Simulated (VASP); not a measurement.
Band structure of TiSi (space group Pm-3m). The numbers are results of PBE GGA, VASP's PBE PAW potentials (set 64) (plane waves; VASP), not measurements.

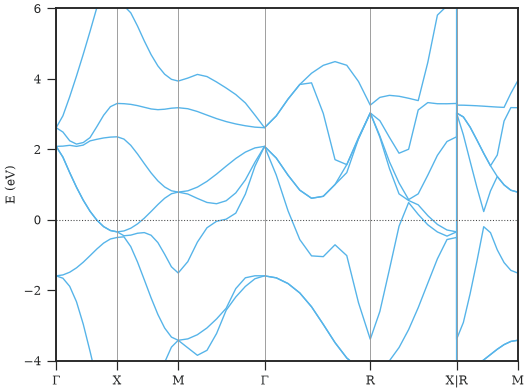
Figure. Bands along high-symmetry lines, zero at the valence-band maximum or, without a gap, the Fermi level

### Question
Read the plot: is there a gap, and where are the band edges?

### Answer
It has no gap at this level: it comes out as a metal or semimetal.

The structure was generated: TiSi was put into an ordered model structure, which need not be its known phase. The cell was not relaxed at this level. The k-mesh is coarse (spacing up to 0.34 per Å, 2π included), so the numbers may not be converged in it.
